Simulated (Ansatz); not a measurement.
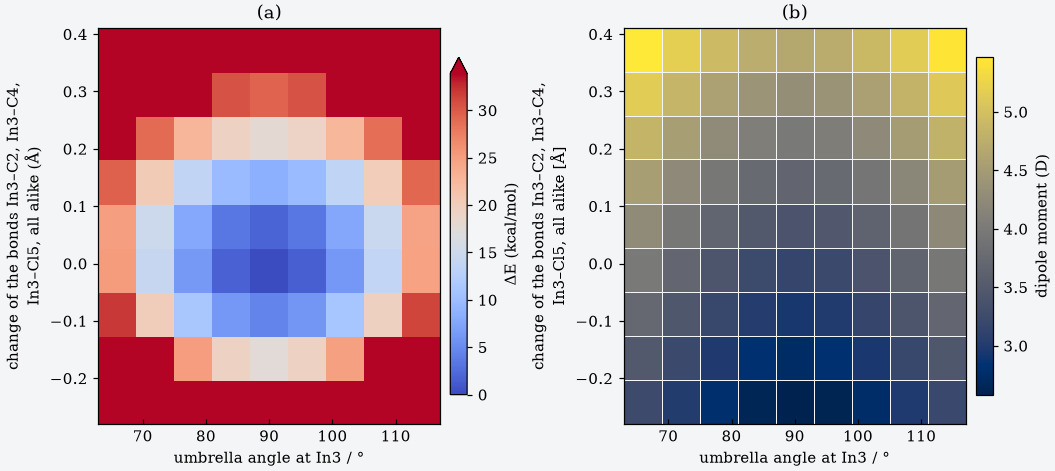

C3H4ClIn, SMILES C#[C][In]([CH3])[Cl]. First axis: umbrella angle at In3 (between each of its bonds and their common axis; 90 is planar). Second axis: change of the bonds In3–C2, In3–C4, In3–Cl5, all alike. Nothing is relaxed (all other coordinates rigid). Grid: 9 × 9 points. Points are written as (first, second). Energies are in kcal/mol, from the lowest grid point. Computed with RKS PBE0-D4/def2-SVP in Ansatz.

Panel (a) is the energy; panel (b) is the computed dipole moment, in D.

In the figure: one coloured cell a grid point, one colour for all values above the top of the scale.

> How does the dipole moment vary over the map, and what is it at the lowest grid point?

Leaving out the highest fifth of the energies, it runs from 2.58 D at (90°, −0.242 Å) to 4.85 D at (72°, 0.296 Å). At the lowest grid point, (90°, −0.011 Å), it is 3.16 D.

```
second ↓, first →    66    72    78    84    90    96   102   108   114
            0.373  5.47  5.18  4.92  4.74  4.67  4.73  4.90  5.15  5.43
            0.296  5.15  4.85  4.58  4.39  4.32  4.38  4.55  4.82  5.11
            0.220  4.84  4.54  4.26  4.06  3.99  4.05  4.23  4.50  4.80
            0.143  4.54  4.23  3.95  3.76  3.68  3.74  3.93  4.20  4.50
            0.066  4.26  3.95  3.67  3.48  3.40  3.47  3.65  3.92  4.22
           −0.011  3.99  3.69  3.42  3.23  3.16  3.22  3.39  3.65  3.95
           −0.088  3.73  3.45  3.19  3.01  2.94  3.00  3.16  3.41  3.69
           −0.165  3.48  3.22  2.98  2.82  2.75  2.80  2.95  3.18  3.44
           −0.242  3.25  3.00  2.79  2.64  2.58  2.63  2.76  2.97  3.20
```
